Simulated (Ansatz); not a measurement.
## Li: structures and their energies

42 relaxations of Li ended in 12 distinct structures. These are r2SCAN (plane waves to 500 eV, PAW, scalar-relativistic; Ansatz, a program for electronic structure) values and carry that method's errors.

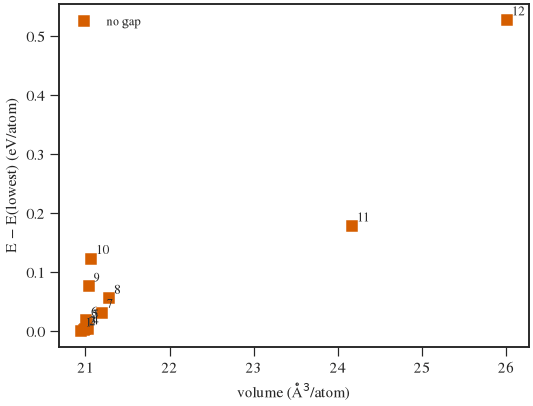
*Energy against volume of the distinct structures, numbered as in the table*

```tsv
#	space group	Pearson	type	E − E(lowest) (eV/atom)	V (Å³/atom)	coordination	runs ending here
1	Fm-3m	cF4	fcc (Cu type)	0.00	20.95	Li 12 (cuboctahedral)	6
2	P6₃/mmc	hP4	AFLOW prototype A_hP4_194_ac (A3', as in La)	0.00	20.98	–	5
3	P6₃/mmc	hP2	hcp (Mg type)	0.00	21.00	Li 12 (anticuboctahedral)	5
4	Im-3m	cI2	bcc (W type)	0.00	21.03	Li 8 (cubic)	16
5	P6/mmm	hP3	–	0.01	21.02	–	1
6	Pm-3n	cP8	–	0.02	21.01	–	2
7	Pa-3	cP8	–	0.03	21.19	–	1
8	P4₁2₁2	tP4	–	0.06	21.29	–	1
9	I4₁/amd	tI4	AFLOW prototype A_tI4_141_a (A5, as in Sn)	0.08	21.04	–	1
10	Pm-3m	cP1	simple cubic type	0.12	21.07	Li 6 (octahedral)	1
11	Pm-3m	cP3	–	0.18	24.17	–	2
12	Fd-3m	cF8	diamond type	0.53	26.01	Li 4 (tetrahedral)	1
```

Coordination numbers (neighbours up to the widest gap in distance over summed covalent radii, below 1.35; n+m marks a second, longer set). All are gapless at this level. Fm-3m, cF4, fcc (Cu type) is the lowest among the structures calculated here, level within the accuracy with P6₃/mmc, hP4, AFLOW prototype A_hP4_194_ac (A3', as in La); P6₃/mmc, hP2, hcp (Mg type); Im-3m, cI2, bcc (W type).

Li has the cubic space group Fm-3m (No. 225), the fcc (Cu type) structure, Pearson symbol cF4. Lattice parameters: a = b = c = 4.3757 Å, α = β = γ = 90.00°. Li on 4a is surrounded by 12 Li at 3.094 Å (cuboctahedral). (Neighbours: up to the widest gap in distance over summed covalent radii, below 1.35, at either atom.)
(The calculation used a cell of 1 atom; values per cell refer to that cell.)

Probably no minimum, since a slightly shaken restart fell lower: Pa-3, cP8 (by 0.03 eV/atom, to Cmcm). Each run could gain symmetry but not lose that of its start, so entries can be saddle points. From databases, or of a type measured for this composition: Fm-3m, cF4, fcc (Cu type); P6₃/mmc, hP2, hcp (Mg type); Im-3m, cI2, bcc (W type); the others are generated cells (placed on structure types, drawn at random, substituted or restacked) that were not matched to a known phase here. Energies are at zero temperature and pressure, without zero-point motion. No spin polarisation in the result.
